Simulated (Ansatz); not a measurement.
Calculation: PBE (plane waves to 420 eV, PAW; Ansatz, a quantum-chemistry and plane-wave program).

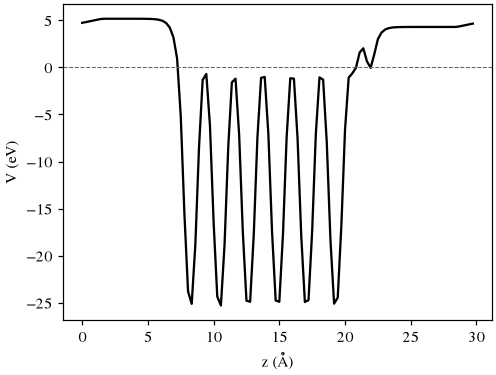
*Plane-averaged electrostatic potential energy along the normal, in eV from the Fermi level, for a constructed model of the (111) surface of fcc Rh, (√3x√3)R30° layer of Te, one a cell, in the other hollow (bottom of the slab: a bare face, its two planes held)*

Slab: 19 atoms, 13.5 Å thick at the start; k 9x9x1, smearing 0.1 eV, dipole-corrected; 6 atoms held, the rest relaxed; start symmetry kept, larger cells not searched; no spin, no spin-orbit, no U. In PBE it lies 0.02 eV a 1x1 cell over the lowest computed structure of the same composition ((√3x√3)R30° layer of Te, one a cell, on the site that continues the host's stacking).

The vacuum level lies 4.30 eV above the Fermi level over the top face and 5.17 eV above it under the bottom face.
